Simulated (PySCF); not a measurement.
# A workflow on SnH3F (SnFH3)

Aim: a saddle-point search (N12-SX-D3(BJ)/STO-3G), then the energy, then a single-point energy (wB97M-D3(BJ)/BFD-VTZ) of SnH3F (SnFH3). The job is set up through a Python script.

The results are computed with PySCF 2.14.0.

## Step 1: The system as given

SnH3F has 5 atoms, charge 0, and is taken as a singlet. SMILES: `[H][Sn]([H])([H])[F]`. The run starts from this shape.

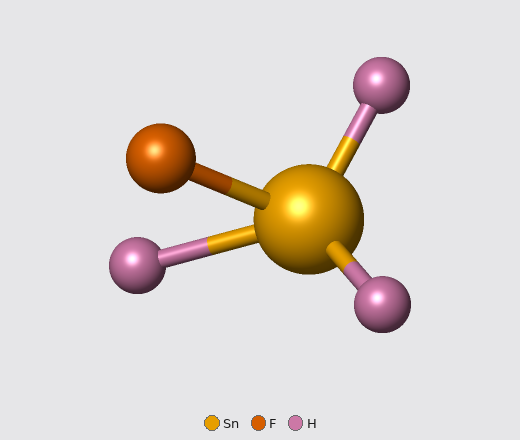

The structure, seen from a chosen angle (tin amber, fluorine orange, hydrogen pink).

## Step 2: A transition-state search at N12-SX-D3(BJ)/STO-3G (run 1)

The input, input.py:

```python
# SnFH3
from pyscf import gto, dft
from pyscf.geomopt.geometric_solver import kernel as optimise

mol = gto.M(
    atom=[
    ('Sn', (-0.002590, 0.002420, -0.166930)),
    ('F', (0.011740, -0.019270, 1.757340)),
    ('H', (1.619230, 0.010970, -0.538180)),
    ('H', (-0.870974, 1.502401, 0.818755)),
    ('H', (-0.810630, -1.402580, -0.539750)),
],
    charge=0,
    verbose=3,
    max_memory=1860,
    basis='sto-3g',
)

ks = dft.RKS(mol)
ks.xc = 'n12-sx'
ks.disp = 'd3bj'
converged, mol_eq = optimise(ks, maxsteps=60, transition=True, hessian=True)
print('converged:', converged)
print(mol_eq.tostring())

ks.reset(mol_eq)
mol = mol_eq
ks.kernel()
e_final = ks.e_tot
print('E = %.10f Eh' % e_final)
```

Run with:

```bash
$ OMP_NUM_THREADS=1 python input.py
```

What it wrote:

```text
converged SCF energy = -6058.08931931993

WARN: DFTD3 does not support analytical Hessian, using finite difference

WARN: Mole.unit (angstrom) is changed to Bohr

[... 66 lines left out ...]
No Imaginary Frequencies
[... 45 lines left out ...]
converged SCF energy = -6058.09275033704
[... 131 lines left out ...]
converged SCF energy = -6058.10378675192
[... 131 lines left out ...]
converged SCF energy = -6058.10931689655
[... 131 lines left out ...]
converged SCF energy = -6058.11830510083
[... 134 lines left out ...]
converged SCF energy = -6058.11839090534
[... 12 lines left out ...]
Inverse iteration for Cartesians failed
[... 5 lines left out ...]
Warning: OutOfPlane atoms are the same, ordering is different
[... 110 lines left out ...]
converged SCF energy = -6058.12080464234
[... 131 lines left out ...]
converged SCF energy = -6058.14159526197
[... 131 lines left out ...]
converged SCF energy = -6058.17635087026
[... 13 lines left out ...]
Geometry optimization cycle 45
Cartesian coordinates (Angstrom)
 Atom        New coordinates             dX        dY        dZ
  Sn  -0.152253  -0.190584   0.342188   -0.023073 -0.006252  0.009821
   F  -0.199496  -1.287298   1.955714   -0.045672 -0.066094 -0.032254
   H   1.420363  -0.062814   0.076791   -0.021232  0.066266  0.046193
   H  -1.310605   0.832621   0.749503    0.007526  0.025495  0.016177
   H  -0.818913  -1.128872  -0.819040    0.012803  0.040569 -0.045239
converged SCF energy = -6058.18037650235
```

Wall time 11 min (1 thread of Intel Xeon at 2.50GHz (Skylake/Cascade Lake), shared host).

Time ran out before the run finished.

## Step 3: The energy at N12-SX-D3(BJ)/STO-3G (run 4)

The input, run.py:

```python
# SnFH3
from pyscf import gto, dft

mol = gto.M(
    atom=[
    ('Sn', (-0.002590, 0.002420, -0.166930)),
    ('F', (0.011740, -0.019270, 1.757340)),
    ('H', (1.619230, 0.010970, -0.538180)),
    ('H', (-0.817750, 1.408460, -0.512480)),
    ('H', (-0.810630, -1.402580, -0.539750)),
],
    verbose=3,
    basis='sto-3g',
    max_memory=1860,
    spin=0,
)

mf = dft.RKS(mol, xc='n12-sx')
mf.disp = 'd3bj'
mf.kernel()

e_final = mf.e_tot
print('E = %.10f Eh' % e_final)
```

Run with:

```bash
$ OMP_NUM_THREADS=1 python run.py
```

What it wrote:

```text
converged SCF energy = -6058.18563969709
E = -6058.1856396971 Eh
```

Wall time 8.4 s (1 thread of Intel Xeon at 2.50GHz (Skylake/Cascade Lake), shared host); peak memory 0.23 GiB.

## Step 4: The energy at wB97M-D3(BJ)/BFD-VTZ (density fitting with def2-universal-jkfit, core potential) (run 6)

The input, input.py:

```python
from pyscf import gto, dft

mol = gto.M(
    atom='''
Sn      -0.002590       0.002420      -0.166930
F        0.011740      -0.019270       1.757340
H        1.619230       0.010970      -0.538180
H       -0.817750       1.408460      -0.512480
H       -0.810630      -1.402580      -0.539750
''',
    max_memory=1860,
    verbose=4,
    symmetry=True,
    charge=0,
    ecp='bfd',
    basis='bfd-vtz',
)

ks = dft.RKS(mol, xc='wb97m-d3bj')
ks = ks.density_fit(auxbasis='def2-universal-jkfit')
ks.kernel()

energy = ks.e_tot
print('E(%s) = %.9f' % ('WB97M-D3(BJ)', energy))
```

Run with:

```bash
$ OMP_NUM_THREADS=1 python input.py
```

What it wrote:

```text
PySCF version 2.14.0

[INPUT] num. atoms = 5
[INPUT] num. electrons = 14
[INPUT] charge = 0
[INPUT] spin (= nelec alpha-beta = 2S) = 0
[INPUT] symmetry True subgroup None
[INPUT] Mole.unit = angstrom
[INPUT] Symbol           X                Y                Z      unit          X                Y                Z       unit  Magmom
[INPUT]  1 Sn    -0.002590000000   0.002420000000  -0.166930000000 AA   -0.004894390663   0.004573137221  -0.315451981974 Bohr   0.0
[INPUT]  2 F      0.011740000000  -0.019270000000   1.757340000000 AA    0.022185384702  -0.036415022420   3.320891307743 Bohr   0.0
[INPUT]  3 H      1.619230000000   0.010970000000  -0.538180000000 AA    3.059901232679   0.020730295586  -1.017012805718 Bohr   0.0
[INPUT]  4 H     -0.817750000000   1.408460000000  -0.512480000000 AA   -1.545323538363   2.661603657405  -0.968446844317 Bohr   0.0
[INPUT]  5 H     -0.810630000000  -1.402580000000  -0.539750000000 AA   -1.531868688356  -2.650492067792  -1.019979675734 Bohr   0.0

nuclear repulsion = 16.0452142685163
point group symmetry = C1
symmetry origin: [0. 0. 0.]
symmetry axis x: [1. 0. 0.]
symmetry axis y: [0. 1. 0.]
symmetry axis z: [0. 0. 1.]
num. orbitals of irrep A = 97
number of shells = 33
number of NR pGTOs = 257
number of NR cGTOs = 97
basis = bfd-vtz
ecp = bfd

******** <class 'pyscf.df.df_jk.DFRKS'> ********
method = DFRKS
initial guess = minao
damping factor = 0
level_shift factor = 0
DIIS = <class 'pyscf.scf.diis.CDIIS'>
diis_start_cycle = 1
diis_space = 8
diis_damp = 0
SCF conv_tol = 1e-09
SCF conv_tol_grad = None
SCF max_cycles = 50
direct_scf = False
XC library pyscf.dft.libxc version 7.0.0
    S. Lehtola, C. Steigemann, M. J.T. Oliveira, and M. A.L. Marques.,  SoftwareX 7, 1–5 (2018)
XC functionals = wb97m-d3bj
radial grids:
    Treutler-Ahlrichs [JCP 102, 346 (1995); DOI:10.1063/1.469408] (M4) radial grids

becke partition: Becke, JCP 88, 2547 (1988); DOI:10.1063/1.454033
pruning grids: <function nwchem_prune>
grids dens level: 3
symmetrized grids: True
atomic radii adjust function: <function treutler_atomic_radii_adjust>
small_rho_cutoff = 0
Set gradient conv threshold to 3.16228e-05
Initial guess from minao.
tot grids = 65648
******** <class 'pyscf.df.df.DF'> ********
auxbasis = def2-universal-jkfit
Create RSH-DF object <pyscf.df.df.DF object> for omega=0.3
******** <class 'pyscf.df.df.DF'> ********
auxbasis = auxmol.basis = def2-universal-jkfit
Calc dispersion correction with DFTD3.
Parameters: xc=wb97m, version=d3bj, atm=False
init E= -28.8240393003078
  HOMO = -0.387903351483712  LUMO = -0.0326060402112121  gap/eV = 9.66813
cycle= 1 E= -29.4186277528436  delta_E= -0.595  |g|= 0.626  |ddm|= 2.57
  HOMO = -0.295537677078126  LUMO = 0.0216537225805593  gap/eV = 8.63122
cycle= 2 E= -29.3838916320773  delta_E= 0.0347  |g|= 0.862  |ddm|= 1.51
  HOMO = -0.435786971118069  LUMO = 0.0246404481683999  gap/eV = 12.52887
cycle= 3 E= -29.4917310279129  delta_E= -0.108  |g|= 0.0221  |ddm|= 0.767
  HOMO = -0.433228002017737  LUMO = 0.0317109046911364  gap/eV = 12.65163
cycle= 4 E= -29.4918734401628  delta_E= -0.000142  |g|= 0.00534  |ddm|= 0.0364
  HOMO = -0.433753937400368  LUMO = 0.0314312190924746  gap/eV = 12.65833
cycle= 5 E= -29.4918821415835  delta_E= -8.7e-06  |g|= 0.000757  |ddm|= 0.0108
  HOMO = -0.433798180663573  LUMO = 0.0313354241010748  gap/eV = 12.65693
cycle= 6 E= -29.4918824244377  delta_E= -2.83e-07  |g|= 0.000221  |ddm|= 0.00182
  HOMO = -0.433791134211259  LUMO = 0.0313483093084235  gap/eV = 12.65709
cycle= 7 E= -29.4918824440108  delta_E= -1.96e-08  |g|= 3.18e-05  |ddm|= 0.000493
  HOMO = -0.433793254760807  LUMO = 0.0313461629610832  gap/eV = 12.65709
cycle= 8 E= -29.4918824449009  delta_E= -8.9e-10  |g|= 7.54e-06  |ddm|= 0.000108
  HOMO = -0.433793548324366  LUMO = 0.0313470777062728  gap/eV = 12.65712
Extra cycle  E= -29.4918824449193  delta_E= -1.84e-11  |g|= 7.23e-06  |ddm|= 1.73e-05
converged SCF energy = -29.4918824449193
E(WB97M-D3(BJ)) = -29.491882445
```

Run time: 15 s. Hardware: 1 thread of Intel Xeon at 2.50GHz (Skylake/Cascade Lake), shared host; peak memory 0.46 GiB.

## Step 5: Outcome

| quantity | value |
| --- | --- |
| run 4, N12-SX-D3(BJ)/STO-3G: total energy | -6058.18564 Eh |
| run 4, N12-SX-D3(BJ)/STO-3G: dipole moment | 1.44 D |
| run 4, N12-SX-D3(BJ)/STO-3G: HOMO energy | -3.60 eV |
| run 4, N12-SX-D3(BJ)/STO-3G: LUMO energy | 5.27 eV |
| run 4, N12-SX-D3(BJ)/STO-3G: HOMO–LUMO gap | 8.87 eV |
| run 4, N12-SX-D3(BJ)/STO-3G: dispersion energy | -4.71 kJ/mol |
| run 6, wB97M-D3(BJ)/BFD-VTZ: total energy | -29.49188 Eh |
| run 6, wB97M-D3(BJ)/BFD-VTZ: dipole moment | 3.01 D |
| run 6, wB97M-D3(BJ)/BFD-VTZ: HOMO energy | -11.80 eV |
| run 6, wB97M-D3(BJ)/BFD-VTZ: LUMO energy | 0.85 eV |
| run 6, wB97M-D3(BJ)/BFD-VTZ: HOMO–LUMO gap | 12.66 eV |
| run 6, wB97M-D3(BJ)/BFD-VTZ: dispersion energy | -6.83 kJ/mol |
| run 1, N12-SX-D3(BJ)/STO-3G | no result (timeout) |

**Reading.** Mulliken charges (run 4, N12-SX-D3(BJ)/STO-3G) run from -0.27 on F2 to +0.71 on Sn1; they depend strongly on the basis. Relativity is left out (run 4, N12-SX-D3(BJ)/STO-3G) although the molecule holds a heavy atom. 1 of the 3 runs did not end normally.
